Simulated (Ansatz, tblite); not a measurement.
# SnCl4: spin states and exact exchange

Aim: set other spin states of SnCl4 against its singlet, on many levels of theory.

Computed with Ansatz 0.2.0, Gaussian basis. Level: as each input shows.

Plan: triplet, at the geometry of the singlet (GFN1-xTB, GFN2-xTB, PBE0-D4/def2-TZVP, PBE-D4/def2-TZVP, r2SCAN-D4/def2-TZVP); the singlet's energies come from earlier runs.

1 further run of the same task is left out (set aside as unsound or not needed).

### 1 The structure

The singlet was relaxed beforehand with B3LYP-D4/def2-SVP.

5 atoms, charge 0, spin multiplicity 1.

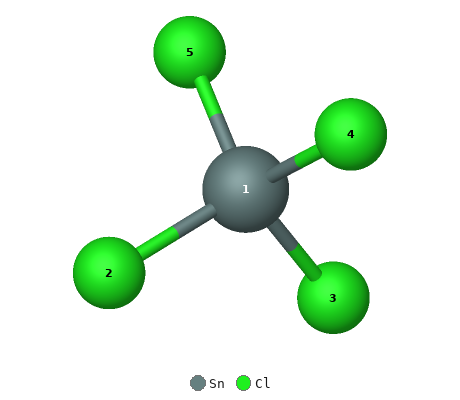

The geometry (tin teal, chlorine green); atoms are numbered from 1 in the order of the file.

As a file:

```
Sn    0.0000    0.0000    0.0000
Cl    0.0107   -0.0175    2.3346
Cl    2.1975    0.0107   -0.7882
Cl   -1.1083    1.9095   -0.7589
Cl   -1.0999   -1.9028   -0.7875
```

Sn takes a core potential in the def2 sets. No spin-orbit coupling is included.

### 2 Triplet at the fixed geometry, GFN1-xTB

Tight binding, by tblite at 300 K electronic temperature and without a spin-polarisation term:

```python
tblite.interface.Calculator('GFN1-xTB', numbers, positions, charge=0, uhf=2).singlepoint()
```

Energy -530.9146 eV; 0.004 s.

### 3 Triplet at the fixed geometry, GFN2-xTB

Tight binding, by tblite at 300 K electronic temperature and without a spin-polarisation term:

```python
tblite.interface.Calculator('GFN2-xTB', numbers, positions, charge=0, uhf=2).singlepoint()
```

Energy -554.3465 eV; 0.006 s.

### 4 Triplet at the fixed geometry, PBE0-D4/def2-TZVP

Contents of in.yaml:

```yaml
crystal:
  periodic: [false, false, false]
  atoms:
    - {symbol: Sn, position_ang: [-0.000007, 0.000003, -0.000007]}
    - {symbol: Cl, position_ang: [0.010668, -0.017466, 2.334580]}
    - {symbol: Cl, position_ang: [2.197548, 0.010747, -0.788234]}
    - {symbol: Cl, position_ang: [-1.108291, 1.909504, -0.758881]}
    - {symbol: Cl, position_ang: [-1.099917, -1.902789, -0.787458]}
basis:
  gaussian: {orbitals: def2-TZVP}
magnetization: {spin_polarized: true, initial_magnetization: 2}
hamiltonian: {xc: pbe0, dispersion: d4}
scf: {omitted_lower_state_checks: [starts]}
output: {orbitals: {seedname: orbitals}}
```

Started as:

```
> ansatz run in.yaml --threads 2 --pin off --events-out ev --progress --plain --max-ram 4352MiB
```

Standard output:

```text
Functional definition: PBE0
  name "PBE0"
  cite "Adamo & Barone, J. Chem. Phys. 110, 6158 (1999) doi:10.1063/1.478522"
  cite "Perdew, Burke & Ernzerhof, Phys. Rev. Lett. 77, 3865 (1996) doi:10.1103/PhysRevLett.77.3865"
  parent pbe
  parameter a = 0.25
  parameter kappa = 0.804
  parameter beta = 0.06672455060314922
  exchange = (1 - a)*pbe_x(kappa = kappa, mu = beta*pi^2/3) + a*exact_x
  correlation = pbe_c(beta = beta)
these checks for a lower state are left out or cut short: starts
1533 factors; their error is unknown
mean field evaluation 1: about -55906.7179 eV, gradient 1.4e1 eV
mean field evaluation 2: about -55905.0430 eV, gradient 2.2e1 eV
mean field evaluation 4: about -55907.6204 eV, gradient 1.6e0 eV
mean field evaluation 8: about -55907.6371 eV, gradient 1.6e-1 eV
mean field evaluation 16: about -55907.8754 eV, gradient 8.6e-3 eV
mean field evaluation 32: about -55907.8894 eV, gradient 3.9e-3 eV
mean field -55907.88940667 eV, -2054.5770399667 hartree, gradient 5.5e-6 eV, S^2 2.005940; 0 other end points of the search recorded, 0 dependent functions left out
reference -55907.88943961 eV, -2054.5770411770 hartree; 46, 44 occupied and 152, 154 virtual orbitals, 1533 factors
Total energy: -55908.10349699 eV, -2054.5849076408 hartree
Checks for a lower state left out: starts
```

Wall time 40 s (2 threads of Arm Neoverse V2, shared host); peak memory 1.4 GiB.

From the report: HOMO -5.28 eV, LUMO -8.19 eV (over both spins; with the spin held, an empty level of the minority spin lies below the top filled one); ⟨S²⟩ 2.006 (pure: 2.00).

### 5 Triplet at the fixed geometry, PBE-D4/def2-TZVP

start.molden holds the orbitals of an earlier run on this state, given as this run's starting guess.

Changes to in.yaml since step 4:

```diff
@@ -9,5 +9,5 @@
 basis:
-  gaussian: {orbitals: def2-TZVP}
+  gaussian: {orbitals: def2-TZVP, initial_orbitals: start.molden}
 magnetization: {spin_polarized: true, initial_magnetization: 2}
-hamiltonian: {xc: pbe0, dispersion: d4}
+hamiltonian: {xc: pbe, dispersion: d4}
 scf: {omitted_lower_state_checks: [starts]}
```

The command is unchanged.

Standard output:

```text
Functional definition: PBE
  name "PBE"
  cite "Perdew, Burke & Ernzerhof, Phys. Rev. Lett. 77, 3865 (1996) doi:10.1103/PhysRevLett.77.3865"
  parent pbe
  parameter kappa = 0.804
  parameter beta = 0.06672455060314922
  exchange = pbe_x(kappa = kappa, mu = beta*pi^2/3)
  correlation = pbe_c(beta = beta)
these checks for a lower state are left out or cut short: starts
1412 factors; their error is unknown
mean field evaluation 1: about -55904.3058 eV, gradient 1.2e1 eV
mean field evaluation 2: about -55904.4374 eV, gradient 2.1e-1 eV
mean field evaluation 4: about -55904.4459 eV, gradient 5.9e-4 eV
mean field evaluation 8: about -55904.4459 eV, gradient 1.6e-5 eV
mean field -55904.44585535 eV, -2054.4504917898 hartree, gradient 2.6e-6 eV, S^2 2.001556; 0 other end points of the search recorded, 0 dependent functions left out
reference -55904.44589955 eV, -2054.4504934139 hartree; 46, 44 occupied and 152, 154 virtual orbitals, 1412 factors
Total energy: -55904.68924987 eV, -2054.4594363732 hartree
Checks for a lower state left out: starts
```

It took 15 s on 2 threads of Arm Neoverse V2, shared host; peak memory 0.56 GiB.

HOMO -4.46 eV, LUMO -8.21 eV (over both spins; with the spin held, an empty level of the minority spin lies below the top filled one); ⟨S²⟩ 2.002 (pure: 2.00).

### 6 Triplet at the fixed geometry, r2SCAN-D4/def2-TZVP

Changes to in.yaml since step 5:

```diff
@@ -11,3 +11,3 @@
 magnetization: {spin_polarized: true, initial_magnetization: 2}
-hamiltonian: {xc: pbe, dispersion: d4}
+hamiltonian: {xc: r2scan, dispersion: d4}
 scf: {omitted_lower_state_checks: [starts]}
```

The command is unchanged.

Standard output:

```text
Functional definition: r2SCAN
  name "r2SCAN"
  cite "Furness, Kaplan, Ning, Perdew & Sun, J. Phys. Chem. Lett. 11, 8208 (2020) doi:10.1021/acs.jpclett.0c02405"
  cite "Furness, Kaplan, Ning, Perdew & Sun, J. Phys. Chem. Lett. 11, 9248 (2020) doi:10.1021/acs.jpclett.0c03077"
  parent r2scan
  parameter k0 = 0.174
  parameter k1 = 0.065
  parameter a1 = 4.9479
  exchange = r2scan_x(k0 = k0, k1 = k1, a1 = a1)
  correlation = r2scan_c
these checks for a lower state are left out or cut short: starts
1412 factors; their error is unknown
mean field evaluation 1: about -55923.5391 eV, gradient 8.8e0 eV
mean field evaluation 2: about -55923.5885 eV, gradient 9.8e-2 eV
mean field evaluation 4: about -55923.5837 eV, gradient 2.7e-4 eV
mean field evaluation 8: about -55923.5837 eV, gradient 2.5e-5 eV
mean field -55923.58365675 eV, -2055.1537930192 hartree, gradient 3.1e-6 eV, S^2 2.003906; 0 other end points of the search recorded, 0 dependent functions left out
reference -55923.58366985 eV, -2055.1537935004 hartree; 46, 44 occupied and 152, 154 virtual orbitals, 1412 factors
Total energy: -55923.64012186 eV, -2055.1558680735 hartree
Checks for a lower state left out: starts
```

Run time: 39 s. Hardware: 2 threads of Arm Neoverse V2, shared host; peak memory 0.63 GiB.

Report: HOMO -4.58 eV, LUMO -8.48 eV (over both spins; with the spin held, an empty level of the minority spin lies below the top filled one); ⟨S²⟩ 2.004 (pure: 2.00).

### 7 Triplet less singlet, vertical

The singlet's energies are those of its earlier runs, whose logs aren't repeated here.

```tsv
level	triplet less singlet, vertical (kJ/mol)	time
GFN1-xTB	+289.4	0.009 s
GFN2-xTB	+234.5	0.01 s
PBE-D4/def2-TZVP	+362.0	17 s
r2SCAN-D4/def2-TZVP	+394.0	47 s
PBE0-D4/def2-TZVP	+432.4	45 s
```

Times add the two runs; a level without a time comes out of a correlated run. Tight binding without a spin term can't rank spin states.

### 8 Outcome

| quantity | value |
| --- | --- |
| triplet less singlet, vertical, functionals in def2-TZVP | +362.0 (PBE-D4) to +432.4 kJ/mol (PBE0-D4) |

**Reading.** All functionals put the triplet above the singlet, over a spread of 70.4 kJ/mol. The checks for a lower triplet were left out, so another state of that spin may lie lower. These are electronic energies, without zero-point motion, entropy or surroundings.
